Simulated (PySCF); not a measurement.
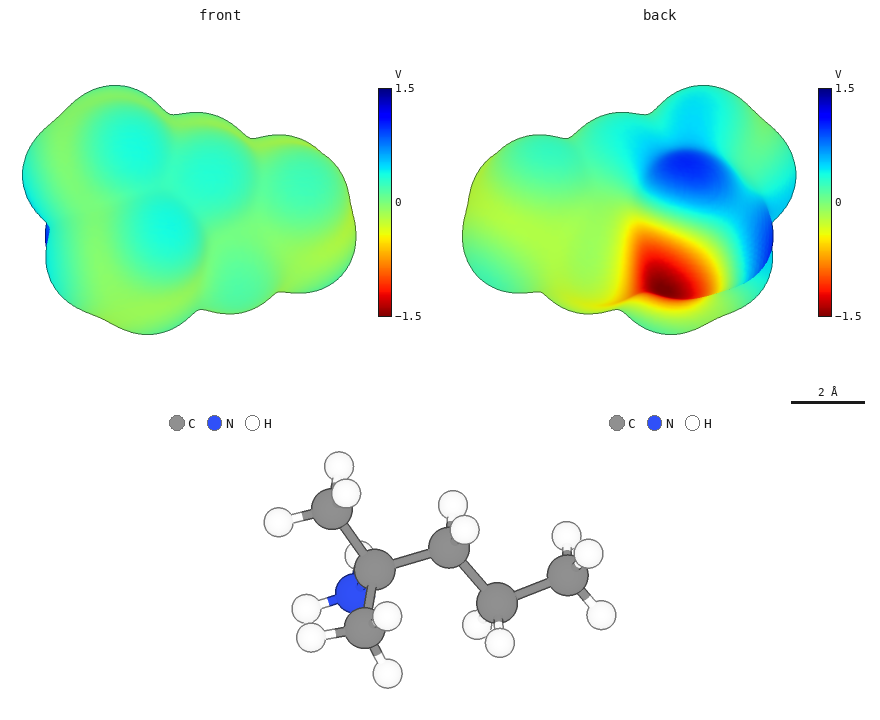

The picture shows: C6H15N (SMILES CCCC(C)(C)N). The electrostatic potential painted on the density surface at 0.001 e/bohr³, seen from the front and from behind; the colour scale runs from red (negative) to blue (positive). The bare structure is drawn below in the same view.

Geometry: GFN2-xTB.

The calculation used PBE0/pcSseg-1, SCF density, gas phase, non-relativistic (PySCF 2.14.0).

```xyz
22

C     2.9387    0.0255   -0.0490
C     1.5106   -0.4674    0.1521
C     0.5000    0.6573   -0.0594
C    -0.9640    0.1853   -0.0863
C    -1.3620   -0.4726    1.2371
C    -1.8690    1.4059   -0.3367
N    -1.0958   -0.8187   -1.1375
H     3.6478   -0.7855    0.1007
H     3.0717    0.4145   -1.0566
H     3.1727    0.8207    0.6564
H     1.4099   -0.8693    1.1610
H     1.2920   -1.2687   -0.5541
H     0.7179    1.1423   -1.0150
H     0.6170    1.4084    0.7245
H    -2.4344   -0.6566    1.2568
H    -1.1063    0.1698    2.0754
H    -0.8512   -1.4242    1.3457
H    -1.5909    1.9051   -1.2640
H    -2.9105    1.0967   -0.4124
H    -1.7815    2.1211    0.4774
H    -0.8735   -0.4130   -2.0405
H    -2.0496   -1.1614   -1.1764
```

**Where is the surface potential most negative and most positive?**

The most negative region (about −1.4 V, or −32 kcal/mol for a unit charge) lies over N7, the most positive (about +1.0 V, or +23 kcal/mol for a unit charge) over H21 and H22. N7 is the likeliest acceptor of a hydrogen bond.

**What dipole moment does the calculation give?**

Its dipole moment is 1.19 D.
